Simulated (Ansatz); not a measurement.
**Pressure series in Hf3N4**

Start from Hf3N4 (space group Fd-3m, No. 227; a = 9.0043 Å; a cell from a computed database, its experimental status unchecked).

Cell and atoms are relaxed at each pressure.

Calculations: PBEsol (Ansatz, an electronic-structure program; PAW; 420 eV plane waves; spin-orbit coupling left out).

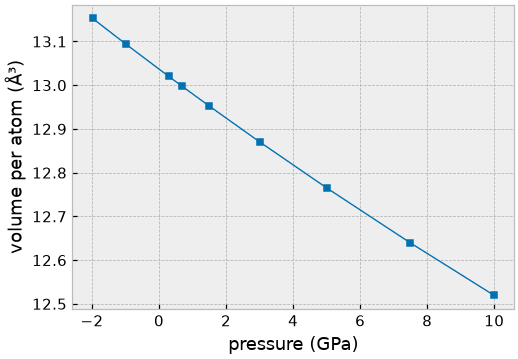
Figure: Volume against pressure

### Question
Estimate the zero-pressure bulk modulus from the plot.

### Answer
About 230 GPa; a third-order Birch–Murnaghan fit to the points gives V₀ = 13.04 Å³/atom, B₀ = 228 GPa and B₀′ = 4.0.

Between the base and pressure 10 GPa the gap moves from 0.78 eV to 0.69 eV, a mean slope of -8.9 meV/GPa.

Spin-orbit coupling, missing from the scalar runs, can matter with Hf. Load acts through the strain it causes; cell and atoms are relaxed under it. No phonon test of stability was made. No other phases were tried under pressure.
